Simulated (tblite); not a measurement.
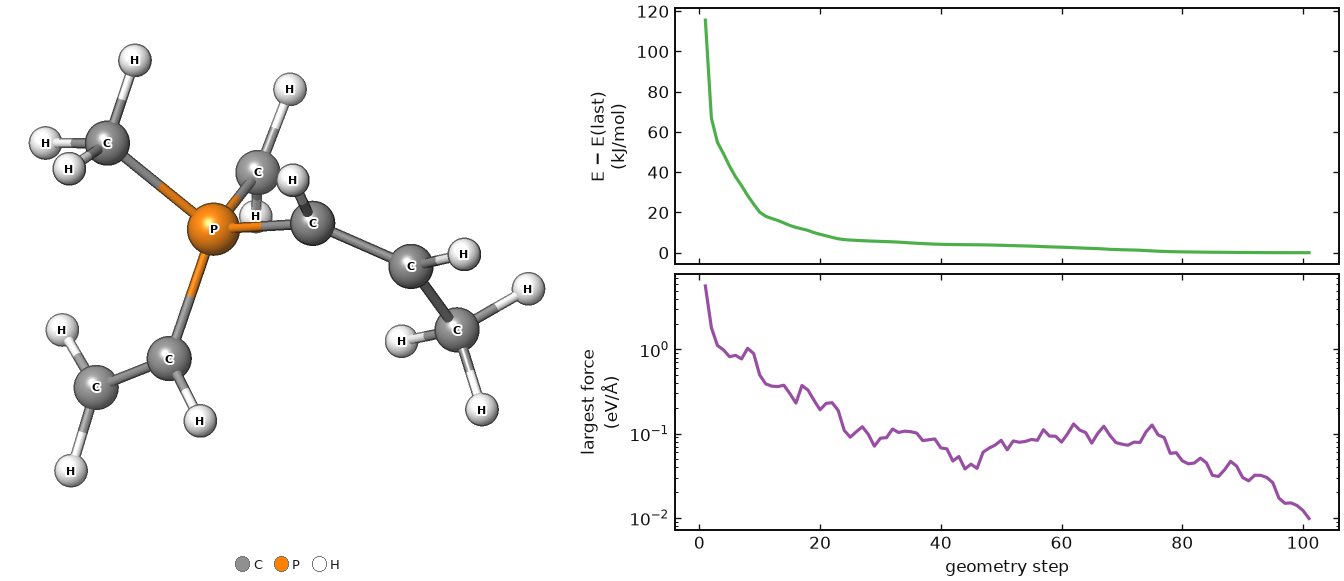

Beside the plot: the molecule at the start.

History of a geometry optimisation.

System: C7H13P (SMILES C=C[P@@](=C)(C)/C=C\C).
Method: GFN2-xTB geometry optimisation, gas phase (tblite).

Q: How did the optimisation end?

A: The optimisation met its thresholds at geometry 101, counting the start as the first. The energy fell by about 120 kJ/mol from the first step to the last. The largest force goes from about 5.7 eV/Å at the start to 0.01 eV/Å at the end.
